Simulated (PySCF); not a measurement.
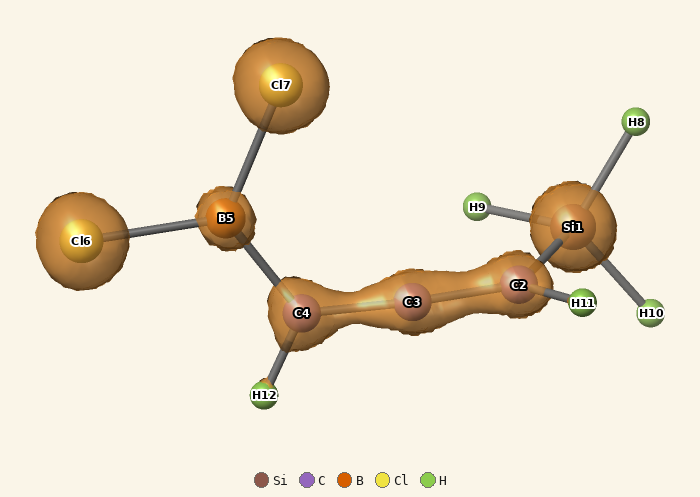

Figure 1: C3H5BCl2Si. Isosurface of the total electron density at 2 e/Å³ (orange), seen at a tilt.

Geometry: GFN2-xTB.

These are results of PBE0/pcSseg-1, SCF density, gas phase, non-relativistic (PySCF 2.14.0), not measurements.

```xyz
12

Si   -2.3115   -0.0041    0.3710
C    -0.8954    0.3498   -0.8394
C     0.2891   -0.1248   -0.6896
C     1.4854   -0.6104   -0.4364
B     2.5352    0.1257    0.4008
Cl    4.1030   -0.5579    0.6499
Cl    2.1862    1.6572    1.1284
H    -2.7854    1.2844    0.8793
H    -1.8332   -0.8652    1.4478
H    -3.3738   -0.6640   -0.3940
H    -1.1318    0.9841   -1.6803
H     1.7335   -1.5754   -0.8636
```

Q: How is the density connected at this value?

A: At this value the surface falls into ten separate pieces. It bridges the sampled C–C (1.28 Å) contacts, where the density stays above the isovalue. It is pinched off along the sampled C–B (1.53 Å), B–Cl (1.73 Å) and C–Si (1.90 Å) contacts. On the grid the lowest density along these lines, outside the cores, is 2.4 e/Å³ (C–C, 1.28 Å), 1.3 e/Å³ (C–B, 1.53 Å), 1.1 e/Å³ (B–Cl, 1.73 Å) and 0.74 e/Å³ (C–Si, 1.90 Å).
